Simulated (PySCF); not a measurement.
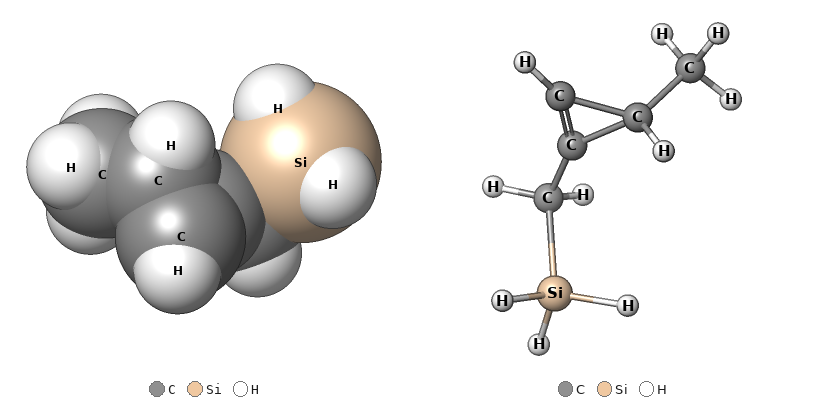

The same structure drawn twice, from different directions.

The geometry was computed by an optimisation with GFN2-xTB. No frequency run is at hand to confirm it as a minimum.

What does the picture show?

The molecule is C₅H₁₀Si. Its SMILES string is `C[C@H]1C=C1C[SiH3]`. Independent rings (smallest set): 1 of 3 members. Among its groups: alkene, Si–H bond. The point group is C1. Coordination, clear cases only: 2 C tetrahedral; 1 Si tetrahedral.

The parts below concern this one geometry. Atoms keep their numbers from picture to picture.

## Excitation

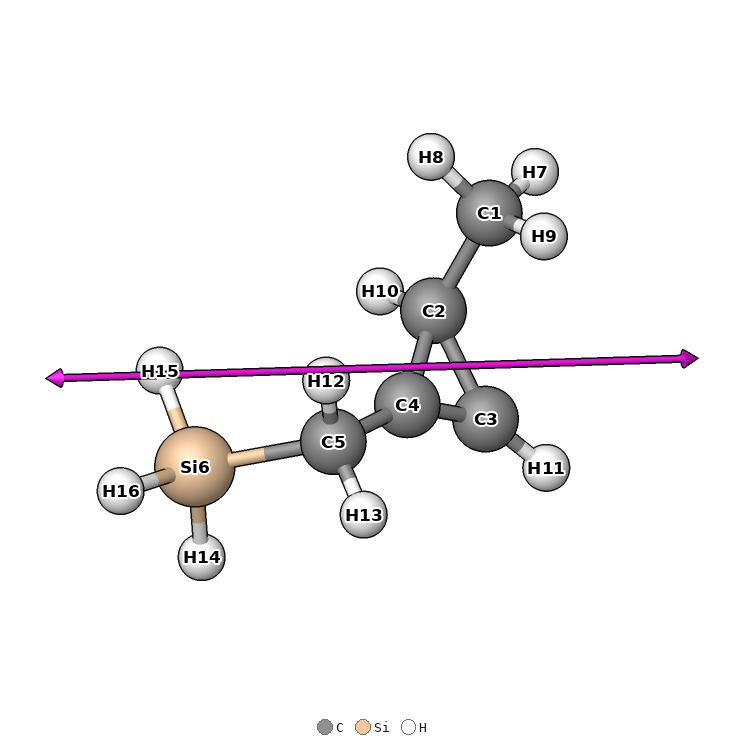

The double arrow shows the direction of the transition dipole to excited singlet state 2 (its length means nothing). No frequency run is at hand to confirm it as a minimum. Method: TDDFT PBE0/def2-SVPD, vertical, gas phase, core orbitals frozen in the response (PySCF 2.14.0).

**Give its energy, strength and character.**

6.06 eV (205 nm), oscillator strength 0.12, of mixed character, with the largest part HOMO → LUMO+1 (weight 0.48); transition dipole 2.30 D.

## Ring current

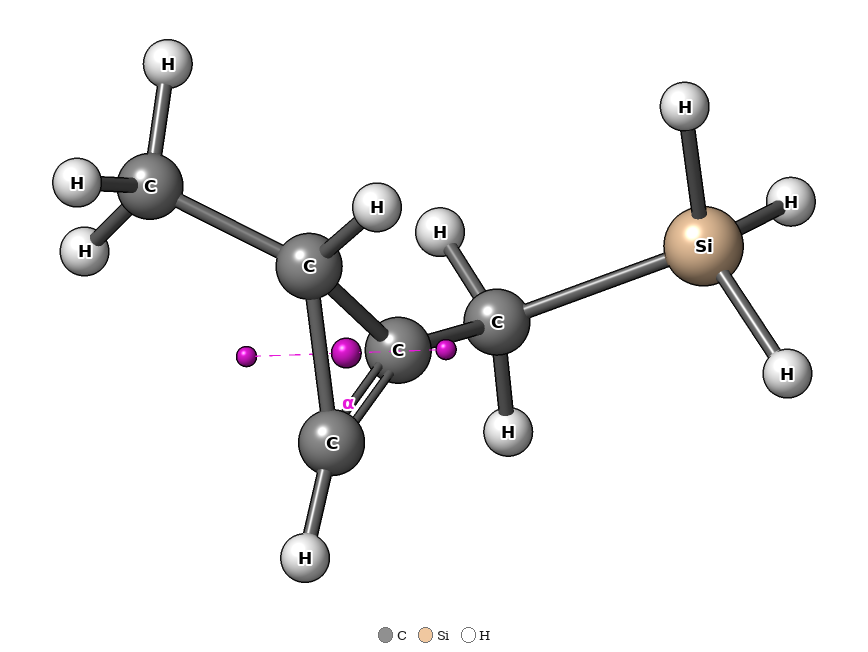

The small points mark where nucleus-independent chemical shifts (NICS) were computed: at the centre of each lettered ring and 1 Å above and below it. No frequency run is at hand to confirm it as a minimum. Level of theory: GIAO PBE0/pcSseg-1 NMR shielding, non-relativistic, gas phase (PySCF 2.14.0).

Give NICS(0), NICS(1) and the out-of-plane component NICS(1)zz for each ring (means of the two sides).

```json
{"ring": "α", "members": "C3", "NICS(0)": "−30.5", "NICS(1)": "−7.4", "NICS(1)zz": "−15.3"}
```

Values in ppm.

## NMR shielding

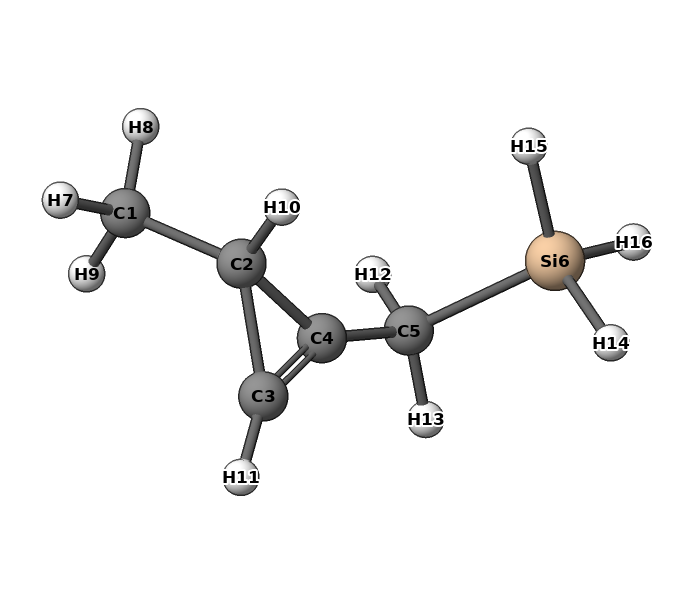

The questions are on isotropic NMR shieldings of the H atoms. No frequency run is at hand to confirm it as a minimum. Properties computed with GIAO PBE0/pcSseg-1 NMR shielding, non-relativistic, gas phase (PySCF 2.14.0).

Give the isotropic NMR shieldings of the H atoms atom by atom.

| atom | σ (ppm) |
| --- | --- |
| H7 | 29.99 |
| H8 | 30.07 |
| H9 | 31.68 |
| H10 | 30.12 |
| H11 | 24.93 |
| H12 | 29.50 |
| H13 | 29.26 |
| H14 | 28.07 |
| H15 | 27.68 |
| H16 | 27.75 |

## Charges

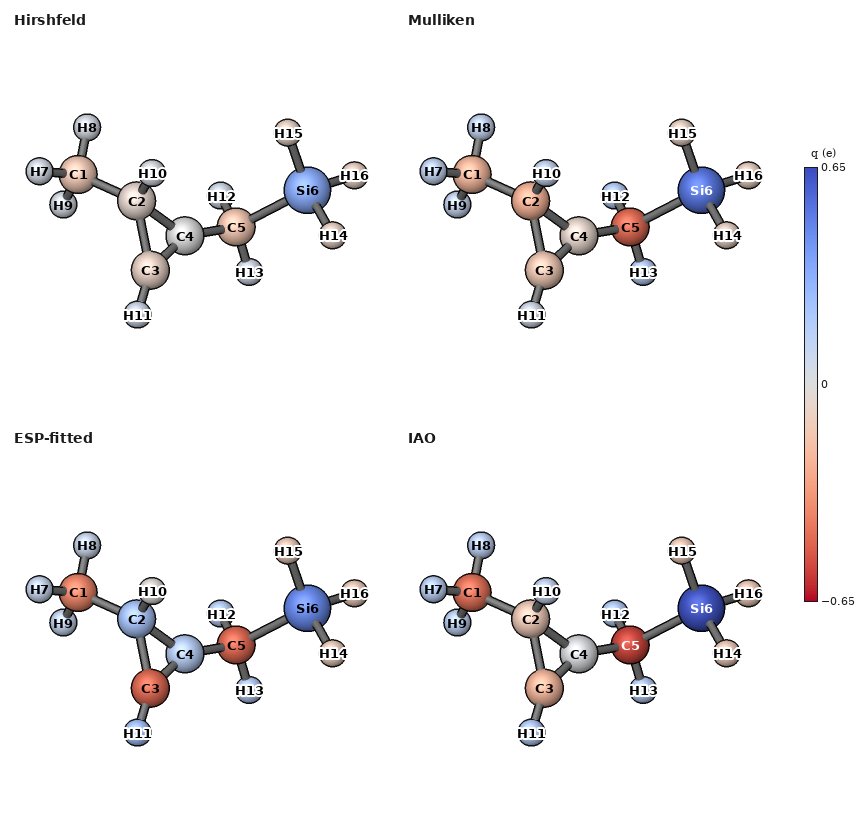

Atomic charges of one calculation by 4 schemes, on one colour scale. No frequency run is at hand to confirm it as a minimum. Method: PBE0/pcSseg-1 (PySCF 2.14.0).

**On which atom do the schemes disagree most?**

On C2 (from −0.23 to 0.21 e).

List the charges (e), one line for each set of equivalent atoms.

| atom | Hirshfeld | Mulliken | ESP-fitted | IAO |
| --- | --- | --- | --- | --- |
| C1 | −0.13 | −0.20 | −0.38 | −0.44 |
| C2 | −0.05 | −0.23 | 0.21 | −0.12 |
| C3 | −0.07 | −0.13 | −0.45 | −0.20 |
| C4 | 0.00 | −0.05 | 0.16 | 0.01 |
| C5 | −0.15 | −0.45 | −0.46 | −0.54 |
| Si6 | 0.33 | 0.52 | 0.45 | 0.62 |
| H7 | 0.04 | 0.11 | 0.10 | 0.14 |
| H8 | 0.03 | 0.11 | 0.08 | 0.14 |
| H9 | 0.03 | 0.10 | 0.10 | 0.14 |
| H10 | 0.02 | 0.11 | −0.01 | 0.11 |
| H11 | 0.06 | 0.05 | 0.23 | 0.17 |
| H12 | 0.05 | 0.16 | 0.15 | 0.17 |
| H13 | 0.05 | 0.16 | 0.16 | 0.16 |
| H14 | −0.07 | −0.07 | −0.10 | −0.11 |
| H15 | −0.07 | −0.08 | −0.11 | −0.11 |
| H16 | −0.08 | −0.09 | −0.11 | −0.12 |

Mulliken values depend strongly on the basis set and can even reverse the polarity of a bond. The geometry is semi-empirical. Around Si such bond lengths and angles can be off by a tenth of an ångström or more and by several degrees, and values that hang on the shape move with them.
